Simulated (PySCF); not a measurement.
## Electronic structure of C₉H₁₂Si (SMILES C=C=C(C#C[SiH2]C)CC=C) in real space

```xyz
22

C    -1.0867    3.1557    0.8710
C    -0.9825    1.9928    0.3169
C    -0.9153    0.8221   -0.2628
C     0.3059    0.1191   -0.3864
C     1.3210   -0.5234   -0.5301
Si    2.8718   -1.4966   -0.7586
C     4.2950   -0.5875    0.1066
C    -2.1519    0.1297   -0.8092
C    -2.5236   -0.9996    0.1004
C    -3.6129   -1.0195    0.8447
H    -1.2798    3.2664    1.9274
H    -0.9751    4.0698    0.3075
H     2.6792   -2.8290   -0.1675
H     3.1412   -1.6093   -2.1993
H     4.4499    0.3996   -0.3202
H     4.0952   -0.4584    1.1667
H     5.2263   -1.1392    0.0102
H    -1.9228   -0.2573   -1.8059
H    -2.9693    0.8489   -0.8792
H    -1.8072   -1.8100    0.1415
H    -4.3296   -0.2140    0.8224
H    -3.8393   -1.8406    1.5032
```

Geometry: GFN2-xTB.

Computed with PBE0/pcSseg-1, SCF density, gas phase, non-relativistic in PySCF.

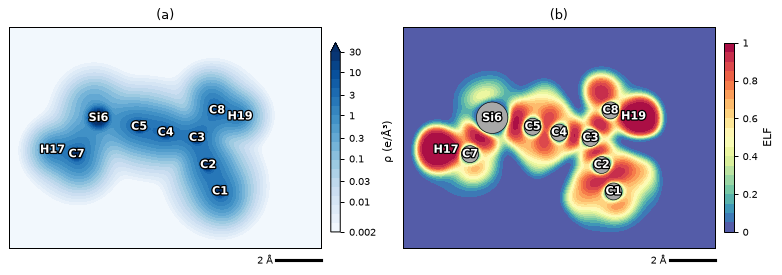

Figure 1. (a) total electron density; (b) ELF on the plane of atoms Si6, C7 and H17. Grey discs cover the atomic cores in the ELF map.

### Read the bonding off the picture.

- Atoms in the plane: C, Si and H.
- C–C (1.21 Å): the density is about 2.7 e/Å³ at the midpoint; the ELF peaks at about 0.85 between the atoms; a multiple bond.
- C–Si (1.85 Å): the density is about 0.92 e/Å³ at the midpoint; the ELF peaks at about 0.95 between the atoms, as expected for localised, covalent bonding.
- C–H (1.09 Å): ρ at the midpoint is about 1.9 e/Å³; the ELF climbs to about 1 towards the hydrogen, as it does in any bond to H; a covalent bond by its length.
- C–C (1.29 Å): the density is about 2.4 e/Å³ at the midpoint; the ELF peaks at about 0.90 between the atoms: a multiple bond.
- C–Si (1.90 Å): ρ at the midpoint is about 0.92 e/Å³; the ELF peaks at about 0.95 between the atoms; a covalent bond.

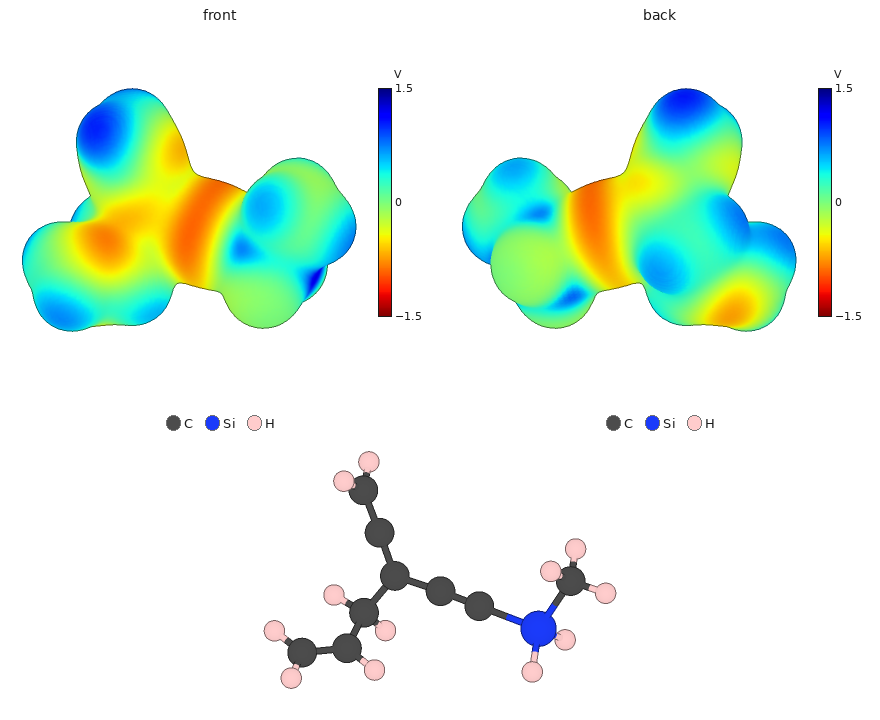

Figure 2. The electrostatic potential painted on the density surface at 0.002 e/bohr³, seen from the front and from behind; the colour scale runs from red (negative) to blue (positive). The bare structure is drawn below in the same view.

### Which sites attract a positive test charge, and which a negative one?

A positive charge is drawn to the negative regions and a negative charge to the positive ones. The most negative region (about −0.9 V, or −21 kcal/mol for a unit charge) lies over C4 and C5, the most positive (about +1.0 V, or +23 kcal/mol for a unit charge) over Si6, H11 and H12.

### How polar is the molecule by this calculation?

Its dipole moment is 0.92 D.
